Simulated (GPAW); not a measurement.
# CH5AlSn (SMILES [CH2]1[AlH][SnH2]1): a first try and a second

Wanted: the charge distribution of CH5AlSn, PBE/dzp (scalar-relativistic datasets).

The calculation is run with GPAW 26.7.0.

1 further run of the same task is left out (it didn't finish).

## (1) The molecule

CH5AlSn has 8 atoms, charge 0, and is taken as a singlet. As SMILES, `[CH2]1[AlH][SnH2]1`. Geometry: a GFN2-xTB relaxation, a rough one for these elements and not checked as a minimum.

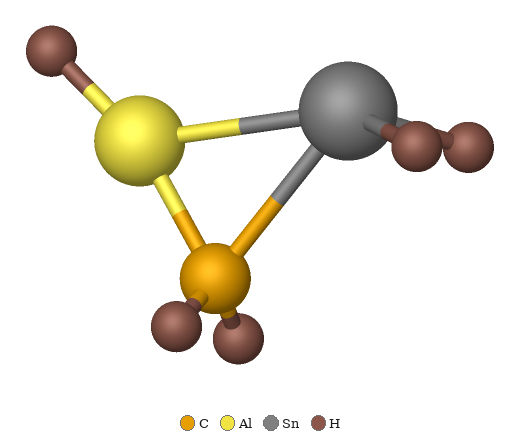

The structure, seen from a chosen angle (carbon amber, aluminium yellow, tin grey, hydrogen brown).

## (2) Try one

sp.py reads:

```python
import numpy as np
from ase import Atoms
from ase.units import Debye
from gpaw import GPAW

# Atomic positions
atoms = Atoms(['C', 'Al', 'Sn', 'H', 'H', 'H', 'H', 'H'],
    positions=[[ -1.783391,   0.430253,  -1.070416],
               [ -0.352321,   2.721281,   1.322411],
               [  2.097993,  -1.694328,   0.920164],
               [ -3.671303,  -0.282079,  -0.625972],
               [ -1.754478,   0.950929,  -3.067158],
               [  0.223668,   5.088163,   3.024582],
               [  1.289757,  -4.942522,   1.301190],
               [  3.950095,  -2.271678,  -1.804821]])
atoms.center(vacuum=4.5)

# DFT calculator
calc = GPAW(mode='lcao', basis='dzp', h=0.2, xc='PBE', maxiter=54, txt='-')
atoms.calc = calc

energy = atoms.get_potential_energy()
print(f'Energy = {energy:.5f} eV')
forces = atoms.get_forces()
print('Forces (eV/Ang)')
for symbol, f in zip(atoms.symbols, forces):
    print(f'{symbol:2} {f[0]:9.4f} {f[1]:9.4f} {f[2]:9.4f}')
dipole = atoms.get_dipole_moment() / Debye
print(f'Dipole = {np.linalg.norm(dipole):.3f} D')
homo, lumo = calc.get_homo_lumo()
print(f'HOMO                    {homo:.3f} eV')
print(f'LUMO                    {lumo:.3f} eV')
print(f'Gap = {lumo - homo:.3f} eV')
```

Run with:

```bash
python3 -u sp.py | tee sp.out
```

Output:

```text
[...]
Number of symmetries: 1
[...]
  Number of IBZ points: 1
[...]
basis functions: 74
Spin-components: 1 (collinear spins)
Bands:           20
[...]
  Valence electrons: 26.0
[...]
  Grid points: [84 96 76]
  Charge: 0.0  # |e|
[...]
    cutoffs:
[...]
occupation numbers:
  # Zero width
[...]
xc functional:
  name: PBE with 2 nearest neighbor stencil
[...]
|iter     |     time |      energy | eigst |  dens |
[...]
|iter:   1| 00:00:08 |  -15.688213 |      c|       |
[...]
|iter:  18| 00:00:30 |  -10.439293c|      c| -4.01c|
Converged in 18 steps
[...]
Energy contributions relative to reference atoms: (reference = -175704.195499)
Energy contributions:
  Kinetic:         -11.795678
  Coulomb:           5.574061
  Zero:              0.062296
  External:          0.000000
  Xc:               -4.279972
  Entropy:           0.000000
  Spinorbit:         0.000000
  ----------------------------
  Free energy:     -10.439293
  Extrapolated:    -10.439293
dipole moment: (0.135216, 0.637652, 0.691405)  # |e|*Ang
Fermi level: -5.157
Eigenvalues  # (at kpt = [0.000, 0.000, 0.000])
| band index |      eig [eV] | occ [0-2] |
|------------|---------------|-----------|
|          0 |       -27.714 |     2.000 |
|        ... |               |           |
|          5 |       -13.350 |     2.000 |
|          6 |       -11.840 |     2.000 |
|          7 |        -9.144 |     2.000 |
|          8 |        -6.595 |     2.000 |
|          9 |        -6.017 |     2.000 |
|         10 |        -5.437 |     2.000 |
|         11 |        -5.416 |     2.000 |
|         12 |        -5.317 |     2.000 |
|         13 |        -4.997 |     0.000 |
|         14 |        -4.761 |     0.000 |
[...]
Gap: 0.320 eV
Transition (v -> c):
[...]
Forces (eV/Ang)
C    -1.8222   -0.2499   -1.5441
Al   -0.0068    0.7491    0.3843
Sn    0.3184   -1.4456   -1.0215
H     2.4662    1.1132   -0.7875
H    -0.2896   -0.6651    2.7362
H    -0.2253   -1.0442   -0.7341
H     0.3115    1.2813   -0.1191
H    -0.7265    0.2644    1.0927
Dipole = 4.564 D
HOMO                    -5.317 eV
LUMO                    -4.997 eV
Gap = 0.320 eV
```

Wall time 31 s (1 thread of Arm Neoverse V2, shared host); peak memory 1.3 GiB.

## (3) Diagnosis

It ran to the end. The result can't be trusted all the same.

The cause is that numbers in bohr are read as ångström, which stretches the molecule by 1.89. As the program read them, the closest atoms are 2.06 Å apart, against 1.09 Å in the sound input.

## (4) Try two

CH5AlSn_sp.py reads:

```python
import numpy as np
from ase import Atoms
from ase.units import Debye
from gpaw import GPAW

# Structure
system = Atoms('CAlSnHHHHH',
    positions=[[ -0.943730,   0.227680,  -0.566440],
               [ -0.186440,   1.440040,   0.699790],
               [  1.110210,  -0.896600,   0.486930],
               [ -1.942770,  -0.149270,  -0.331250],
               [ -0.928430,   0.503210,  -1.623070],
               [  0.118360,   2.692540,   1.600540],
               [  0.682510,  -2.615470,   0.688560],
               [  2.090300,  -1.202120,  -0.955070]])
system.center(vacuum=4.5)

# Calculator
calculator = GPAW(mode='lcao', basis='dzp', h=0.2, xc='PBE', maxiter=100, txt='-')
system.calc = calculator

energy = system.get_potential_energy()
print(f'Energy                  {energy:.5f} eV')
forces = system.get_forces()
print('Forces (eV/Ang)')
for symbol, f in zip(system.symbols, forces):
    print(f'{symbol:2} {f[0]:9.4f} {f[1]:9.4f} {f[2]:9.4f}')
dipole = system.get_dipole_moment() / Debye
print(f'Dipole: {np.linalg.norm(dipole):.3f} D')
homo, lumo = calculator.get_homo_lumo()
print(f'HOMO: {homo:.3f} eV')
print(f'LUMO = {lumo:.3f} eV')
print(f'Gap                     {lumo - homo:.3f} eV')
```

Run with:

```bash
python3 -u CH5AlSn_sp.py | tee CH5AlSn_sp.out
```

Output:

```text
[...]
Number of symmetries: 1
[...]
  Number of IBZ points: 1
[...]
basis functions: 74
Spin-components: 1 (collinear spins)
Bands:           20
[...]
  Valence electrons: 26.0
[...]
  Grid points: [64 72 60]
  Charge: 0.0  # |e|
[...]
    cutoffs:
[...]
occupation numbers:
  # Zero width
[...]
xc functional:
  name: PBE with 2 nearest neighbor stencil
[...]
|iter     |     time |      energy | eigst |  dens |
[...]
|iter:   1| 00:00:04 |  -32.233704 |      c|       |
[...]
|iter:  10| 00:00:10 |  -28.927808c|      c| -4.69c|
Converged in 10 steps
[...]
Energy contributions relative to reference atoms: (reference = -175704.195499)
Energy contributions:
  Kinetic:          22.976797
  Coulomb:         -24.783268
  Zero:              0.111788
  External:          0.000000
  Xc:              -27.233124
  Entropy:           0.000000
  Spinorbit:         0.000000
  ----------------------------
  Free energy:     -28.927808
  Extrapolated:    -28.927808
dipole moment: (-0.177908, 0.481182, 0.174842)  # |e|*Ang
Fermi level: -3.877
Eigenvalues  # (at kpt = [0.000, 0.000, 0.000])
| band index |      eig [eV] | occ [0-2] |
|------------|---------------|-----------|
|          0 |       -24.972 |     2.000 |
|        ... |               |           |
|          5 |       -15.916 |     2.000 |
|          6 |       -11.621 |     2.000 |
|          7 |        -9.992 |     2.000 |
|          8 |        -9.474 |     2.000 |
|          9 |        -8.205 |     2.000 |
|         10 |        -6.825 |     2.000 |
|         11 |        -5.911 |     2.000 |
|         12 |        -4.989 |     2.000 |
|         13 |        -2.764 |     0.000 |
|         14 |        -1.784 |     0.000 |
[...]
Gap: 2.225 eV
Transition (v -> c):
[...]
Forces (eV/Ang)
C     0.9371    0.2641    0.7791
Al    0.1540   -0.6528   -0.0906
Sn   -0.5266   -0.3462   -0.6979
H    -0.5698   -0.4995    0.3486
H     0.2656    0.0916   -0.7674
H    -0.0494    0.3257    0.1112
H    -0.1011    0.5272    0.1727
H    -0.0914    0.2866    0.1594
Dipole: 2.603 D
HOMO: -4.989 eV
LUMO = -2.764 eV
Gap                     2.225 eV
```

It took 10 s on 1 thread of Arm Neoverse V2, shared host; peak memory 0.7 GiB.

## (5) Results

Level: PBE/dzp (scalar-relativistic datasets).

```
                                              quantity        value
energy as printed (from the program's reference atoms)  -28.9278 eV
                                         dipole moment       2.60 D
                                           HOMO energy     -4.99 eV
                                           LUMO energy     -2.76 eV
                                         HOMO–LUMO gap      2.23 eV
```

**Reading.** The first attempt's energy was +18.489 eV off this one.
